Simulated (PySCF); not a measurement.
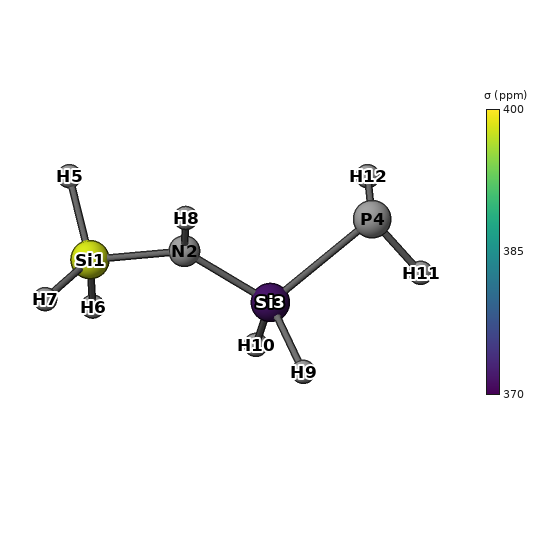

Atoms are coloured by their isotropic NMR shieldings (Si only, the others grey). Geometry: a frame of a GFN2-xTB molecular-dynamics simulation, not a minimum. Properties computed with GIAO PBE0/pcSseg-1 NMR shielding, non-relativistic, gas phase (PySCF 2.14.0).

List the isotropic NMR shieldings of the Si atoms.

| atom | σ (ppm) |
| --- | --- |
| Si1 | 397.9 |
| Si3 | 371.8 |
